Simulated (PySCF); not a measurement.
H$_{6}$O$_{4}$Si$_{3}$

Input

```
{"job": {"kind": "nmr", "xc": "PBE0", "basis": "pcSseg-1"}, "charge": 0, "multiplicity": 1}
O     -0.546828     1.327799    -0.161030
Si     1.043945     1.424763    -0.631951
O      1.660588    -0.119715    -0.620115
Si     0.978660    -1.583640    -0.224191
O     -0.606867    -1.295910     0.181272
Si    -1.558588     0.064397     0.210605
O     -2.260686     0.269596     1.679730
H      1.792310     2.264044     0.339517
H      1.128249     1.980408    -2.006728
H      1.040851    -2.493773    -1.396302
H      1.688353    -2.160684     0.947190
H     -2.659709    -0.037059    -0.760872
H     -1.690133     0.342514     2.450296
```

Run with:

```sh
OMP_NUM_THREADS=1 python cluster_run.py task.json out
```

Geometry: PBE0-D3(BJ)/def2-SVP.

The calculation used PBE0/pcSseg-1, SCF density, gas phase, non-relativistic (PySCF 2.14.0).

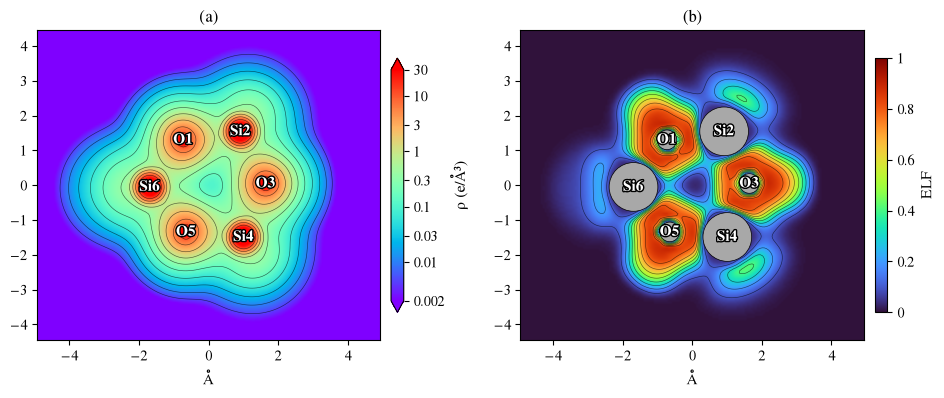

Figure 1. (a) total electron density; (b) ELF on the plane of atoms O1, Si2 and O3. Grey discs cover the atomic cores in the ELF map.

Question: Interpret the plot.

Answer: The plane passes through O and Si nuclei.
Si–O (1.66 Å): the density is about 1.1 e/Å³ at the midpoint; the ELF peaks at about 0.85 between the atoms, as expected for a polar covalent bond.
The ELF also peaks beside O5, O3 and O1, away from the bonds: lone-pair regions.

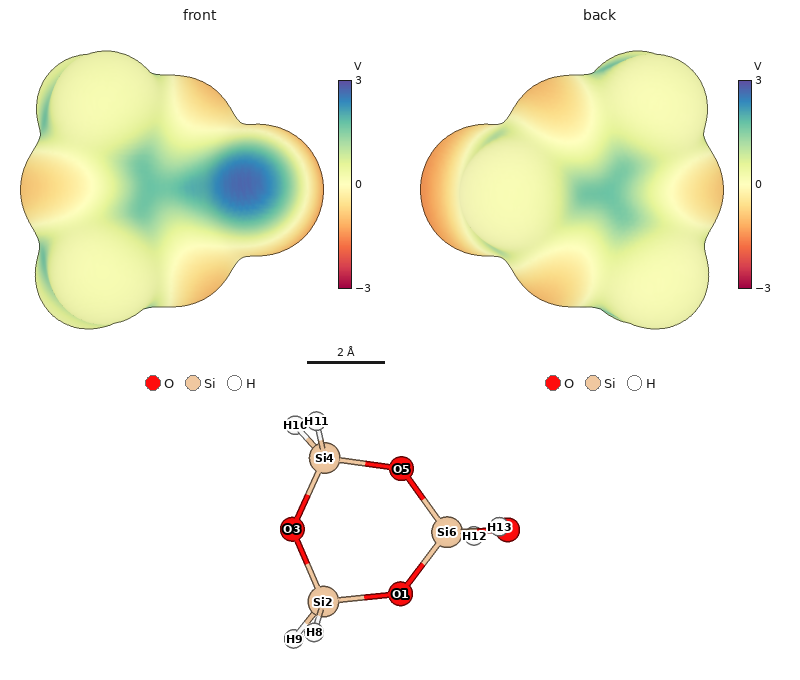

Figure 2. The electrostatic potential painted on the density surface at 0.002 e/bohr³, seen from the front and from behind; the colour scale runs from red (negative) to blue (positive). The bare structure is drawn below in the same view.

Question: Where is the surface potential most negative and most positive?

Answer: The most negative region (about −1.3 V) lies over O7, the most positive (about +2.7 V) over H13. O7 is the likeliest acceptor of a hydrogen bond.
